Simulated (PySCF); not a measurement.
**C5H6F3Si (doublet): density, localisation and related maps**

Input file:

```
{"job": {"kind": "epr", "basis": "pcH-1"}, "charge": 0, "multiplicity": 2}
C     -0.818695    -1.420363    -1.351914
C     -0.391416    -0.672585    -0.373058
C      1.021937    -0.751840     0.169664
Si     2.069043     0.747944    -0.395742
C     -1.259815     0.300067     0.288384
F     -0.770962     0.914184     1.385312
C     -2.495600     0.628837    -0.092727
F     -3.279618     1.504126     0.522993
F     -3.103874     0.119030    -1.153395
H     -0.414546    -2.165522    -1.994182
H      1.484318    -1.673826    -0.180859
H      0.974427    -0.798279     1.257653
H      3.420151     0.532317     0.121859
H      2.061964     0.758658    -1.859122
H      1.498271     1.985241     0.127567
```

Command:

```sh
OMP_NUM_THREADS=1 python probes_run.py task.json out
```

Geometry: GFN2-xTB.

Method: PySCF, UKS B3LYP, pcH-1 on C F H Si, non-relativistic, mean-field spin-orbit, GIAO.

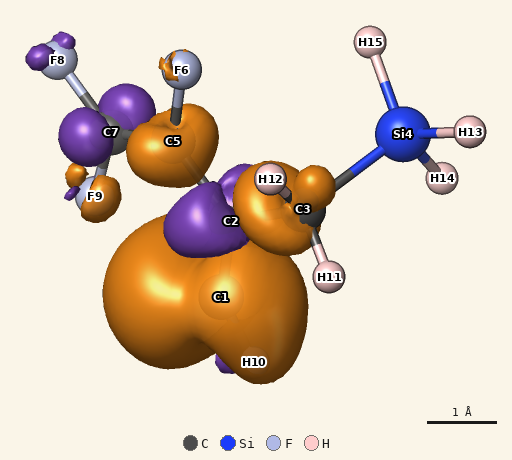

Figure 1. Isosurfaces of the spin density at +0.015 (orange) and −0.015 e/Å³ (purple), seen at a tilt.

**Where is the unpaired spin?**

The unpaired spin (1 electron) lies mostly on C1 (about 0.8) and C2 (about 0.1), in electrons by Hirshfeld's partition.

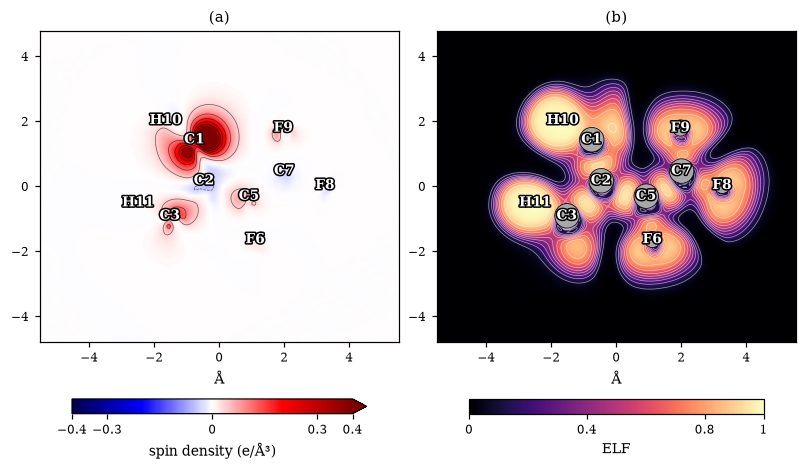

Figure 2. (a) spin density; (b) ELF on the plane of atoms F6, C5 and C7. Grey discs cover the atomic cores in the ELF map.

**What does the map show?**

- The section cuts through C, F and H sites.
- C–C (1.30 Å): the ELF peaks at about 0.90 between the atoms; a short, multiple covalent bond.
- C–F (1.32 Å): the ELF peaks at about 0.85 between the atoms, as expected for a polar covalent bond.
- C–H (1.06 Å): the ELF is about 1 at the midpoint (an ordinary covalent bond to hydrogen).
- C–C (1.46 Å): the ELF peaks at about 0.95 between the atoms, as expected for a covalent bond.
- The ELF also peaks beside F6, F8 and F9, away from the bonds: non-bonding electrons, paired or unpaired.

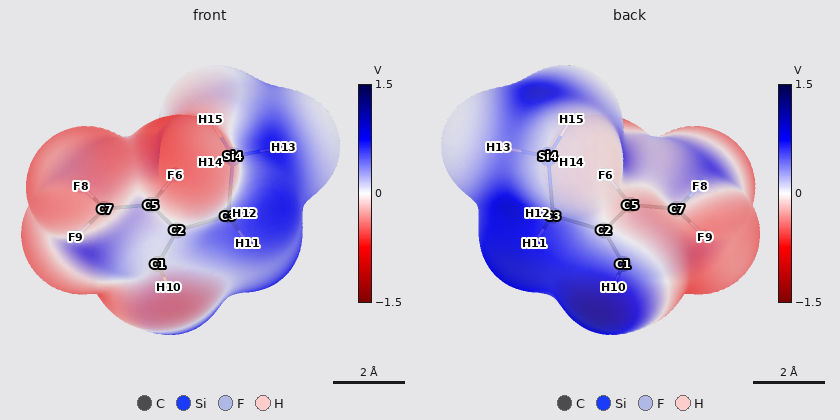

Figure 3. The molecular electrostatic potential painted on the density surface at 0.001 e/bohr³, seen from the front and from behind; the colour scale runs from red (negative) to blue (positive).

**Describe the electrostatic potential map.**

The most negative region (about −0.6 V) lies over F6, the most positive (about +1.1 V) over H10.
